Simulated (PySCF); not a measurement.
# La(BH4)2: how tightly the ligands are held

Aim: take one ligand of each kind off La(BH4)2, with both parts rigid, and scan its distance from the metal. The structure is generated, not taken from experiment.

Program: PySCF 2.14.0. Level of theory: PBE0, La lcecp-0-SVP with ECP47, B def2-SVP, H def2-SVP; scalar-relativistic core potentials, no spin–orbit coupling. These are calculated values, not measurements.

1 further run of the same task is left out (for a known fault of the program).

## (1) The system as given

11 atoms, charge 0, spin multiplicity 1.

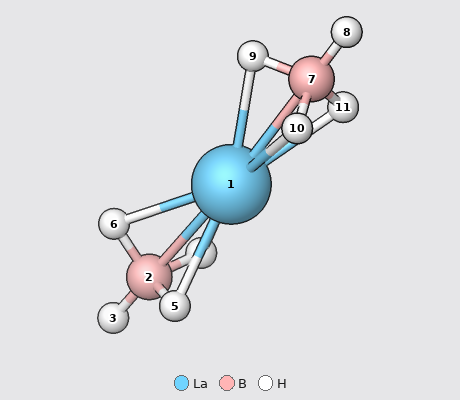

The geometry (lanthanum blue, boron pink, hydrogen white); atoms are numbered from 1 in the order of the file.

Coordinates:

```xyz
11

La    0.0000    0.0000    0.6374
B     2.7287   -0.0091    0.8273
H     3.9374   -0.0197    0.9161
H     2.1968   -0.9031    1.5294
H     2.3388   -0.1974   -0.3506
H     2.2365    1.0827    1.2013
B    -2.7287    0.0091    0.8273
H    -3.9374    0.0198    0.9161
H    -2.1968    0.9031    1.5294
H    -2.3387    0.1974   -0.3506
H    -2.2365   -1.0827    1.2013
```

Formal oxidation states: La +2. Each metal's 1 4f electrons lie in its core potential, so multiplicities, spins and levels count the valence alone. For divalent La, Ce, Gd or Lu the extra electron is normally 5d or 6s, so this core forces an excited configuration. An earlier session relaxed this geometry at PBE0, La lcecp-0-SVP with ECP47, B def2-SVP, H def2-SVP (singlet, point group C1).

## (2) BH4 taken off

The ligand (atoms 2, 3, 4, 5, 6) keeps its formal charge and a closed shell where it can; ligand and rest are solved at the complex's geometry, in vacuum, with the settings of the relaxation.

```
   part  charge    state  energy (Eh)
complex       0  singlet   -80.494722
 ligand      -1  singlet   -27.178230
   rest       1  singlet   -53.067490
```

It took 0.7 s on 2 threads of Arm Neoverse V1, shared host.

## (3) Rigid scan of BH4

Atoms 2, 3, 4, 5, 6 move together along the line from atom 1; the distance is to the donor, the donors' midpoint or the ring centre. Each point starts from the density of the one before.

```
distance (Å)  energy from the relaxed point (eV)
        2.44                               0.505
        2.54                               0.198
        2.64                               0.044
        2.74                               0.000
        2.84                               0.036
        2.94                               0.127
        3.14                               0.410
        3.44                               0.933
        3.84                               1.624
        4.34                               2.353
```

Wall time 14 s (2 threads of Arm Neoverse V1, shared host).

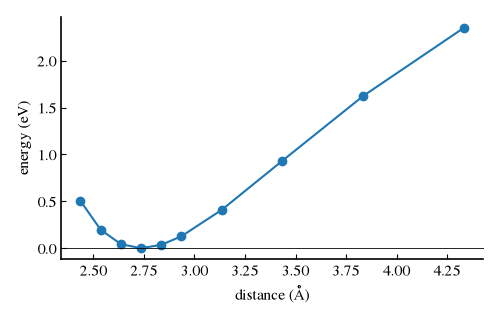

Energy along the rigid scan of BH4.

## (4) What came out

```
                    quantity      value
              taking off BH4    6.78 eV
stiffness of the BH4 contact  7.9 eV/Å²
```

**Reading.** Taking off BH4 as a fragment of charge -1 costs 6.78 eV, much of it the attraction of the two charges. Near 2.74 Å the BH4 contact has a stiffness of about 7.9 eV/Å², and the energy stands 2.35 eV higher at 4.34 Å. The free anion is solved without diffuse functions, no counterpoise correction is made, and the parts aren't relaxed; each of these makes the binding look larger. These are double-zeta-type bases without diffuse functions. Spin–orbit coupling is left out.
